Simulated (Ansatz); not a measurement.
# GaSiH7O (SMILES [SiH3][OH+][GaH3-]) at r2SCAN/6-31G(d) (spherical functions)

What is the energy change on altering one bond length of GaSiH7O at r2SCAN/6-31G* (spherical functions)? 

Program for the calculation: Ansatz 0.2.0.

67 further runs of the same task are left out: 1 that didn't finish, 66 set aside as unsound or not needed.

### Step 1. The system as given

GaSiH7O has 10 atoms, charge 0, and is taken as a singlet. As SMILES, `[SiH3][OH+][GaH3-]`. Geometry: relaxed at PBE0-D4/def2-TZVP.

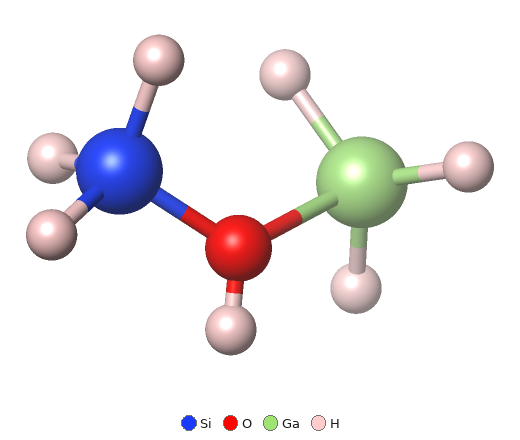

The structure, seen from a chosen angle (silicon blue, oxygen red, gallium green, hydrogen pink).

### Step 2. A single-point energy at r2SCAN/6-31G(d) (spherical functions)

The input, molecule.yaml:

```yaml
crystal:
  periodic: [false, false, false]
  atoms:
    - {symbol: Si, position_ang: [-0.484700, 0.680100, -1.289300]}
    - {symbol: O, position_ang: [-0.772200, -0.233700, 0.097500]}
    - {symbol: Ga, position_ang: [0.882100, -0.551000, 1.475200]}
    - {symbol: H, position_ang: [-1.767100, 0.740000, -2.035000]}
    - {symbol: H, position_ang: [0.556000, 0.040700, -2.124900]}
    - {symbol: H, position_ang: [-0.069600, 2.013200, -0.814500]}
    - {symbol: H, position_ang: [-1.323900, -1.014800, 0.010100]}
    - {symbol: H, position_ang: [0.306600, 0.146600, 2.760300]}
    - {symbol: H, position_ang: [1.885600, 0.253500, 0.552600]}
    - {symbol: H, position_ang: [0.870300, -2.125600, 1.370900]}
basis:
  gaussian:
    orbitals: 6-31G_st_-spherical.json
hamiltonian:
  xc: r2scan
accuracy: high
output: {orbitals: {seedname: orbitals}}
```

The basis set 6-31G* is read from a file made from the Basis Set Exchange's data (not shown).

Launch:

```bash
$ ansatz run molecule.yaml --threads 1 --pin off --max-ram 3480MiB --events-out events.jsonl --progress --plain --runs-dir runs
```

The log of the run:

```text
Warning: RAYON_NUM_THREADS=1 ignored (pool sized by the plan → 1); use --threads N
Functional definition: r2SCAN
  name "r2SCAN"
  parameter k0 = 0.174
  parameter k1 = 0.065
  parameter a1 = 4.9479
  exchange = r2scan_x(k0 = k0, k1 = k1, a1 = a1)
  correlation = r2scan_c
1782 factors; integrals over basis functions are off by at most 4.7e-9 eV
mean field evaluation 1: about -62402.4765 eV, gradient 4.9e1 eV
mean field evaluation 2: about -62393.2929 eV, gradient 8.7e1 eV
mean field evaluation 4: about -62406.3317 eV, gradient 4.3e0 eV
mean field evaluation 8: about -62406.3350 eV, gradient 8.6e-2 eV
mean field evaluation 16: about -62406.3350 eV, gradient 3.2e-6 eV
mean field -62406.33501564 eV, -2293.3905112915 hartree, gradient 2.6e-8 eV, S^2 0.000000; 0 other end points of the search recorded, 0 dependent functions left out
reference -62406.33501704 eV, -2293.3905113432 hartree; 30, 30 occupied and 48, 48 virtual orbitals, 1782 factors
Total energy: -62406.33501704 eV, -2293.3905113432 hartree
```

It took 18 s on 1 thread of Arm Neoverse V1, shared host; peak memory 0.27 GiB.

### Step 3. The distorted shape, same level

The input, molecule.yaml:

```yaml
crystal:
  periodic: [false, false, false]
  atoms:
    - {symbol: Si, position_ang: [-0.816792, -0.386419, -1.669154]}
    - {symbol: O, position_ang: [-1.104292, -1.300219, -0.282354]}
    - {symbol: Ga, position_ang: [0.550008, -1.617519, 1.095346]}
    - {symbol: H, position_ang: [-2.099192, -0.326519, -2.414854]}
    - {symbol: H, position_ang: [0.223908, -1.025819, -2.504754]}
    - {symbol: H, position_ang: [-0.069600, 2.013200, -0.814500]}
    - {symbol: H, position_ang: [-1.655992, -2.081319, -0.369754]}
    - {symbol: H, position_ang: [-0.025492, -0.919919, 2.380446]}
    - {symbol: H, position_ang: [1.553508, -0.813019, 0.172746]}
    - {symbol: H, position_ang: [0.538208, -3.192119, 0.991046]}
basis:
  gaussian:
    orbitals: 6-31G_st_-spherical.json
magnetization:
  spin_polarized: false
hamiltonian:
  xc: {name: r2SCAN}
output: {orbitals: {seedname: orbitals}}
accuracy: high
```

The basis set 6-31G* is read from a file made from the Basis Set Exchange's data (not shown).

Launch:

```bash
$ ansatz run molecule.yaml --threads 1 --pin off --max-ram 3480MiB --events-out events.jsonl --progress --plain --runs-dir runs
```

The log of the run, cut to the lines that bear on the results:

```text
Warning: RAYON_NUM_THREADS=1 ignored (pool sized by the plan → 1); use --threads N
[... 7 set-up lines as earlier in the session ...]
1781 factors; integrals over basis functions are off by at most 4.7e-9 eV
mean field evaluation 1: about -62399.0661 eV, gradient 4.9e1 eV
mean field evaluation 2: about -62384.3014 eV, gradient 1.0e2 eV
mean field evaluation 4: about -62402.0623 eV, gradient 1.2e1 eV
mean field evaluation 8: about -62402.9564 eV, gradient 1.7e-1 eV
mean field evaluation 16: about -62402.9565 eV, gradient 2.5e-5 eV
mean field -62402.95654931 eV, -2293.2663549439 hartree, gradient 2.2e-8 eV, S^2 0.000000; 0 other end points of the search recorded, 0 dependent functions left out
reference -62402.95655071 eV, -2293.2663549953 hartree; 30, 30 occupied and 48, 48 virtual orbitals, 1781 factors
Total energy: -62402.95655071 eV, -2293.2663549953 hartree
```

Run time: 16 s. Hardware: 1 thread of Arm Neoverse V1, shared host; peak memory 0.27 GiB.

### Step 4. Outcome

At r2SCAN/6-31G* (spherical functions):

```
                                                          quantity           value
                                         first shape: total energy  -2293.39051 Eh
                                          first shape: HOMO energy        -6.78 eV
                                          first shape: LUMO energy        -1.08 eV
                                        first shape: HOMO–LUMO gap         5.69 eV
                                     distorted shape: total energy  -2293.26635 Eh
                                      distorted shape: HOMO energy        -6.68 eV
                                      distorted shape: LUMO energy        -3.68 eV
                                    distorted shape: HOMO–LUMO gap         3.00 eV
energy change with the Si1–H6 bond stretched from 1.475 to 2.655 Å        3.378 eV
```

What this shows: With the Si1–H6 bond stretched from 1.475 to 2.655 Å the energy rises by 3.38 eV (78 kcal/mol). The first shape isn't relaxed at this level, so the change isn't measured from a minimum.
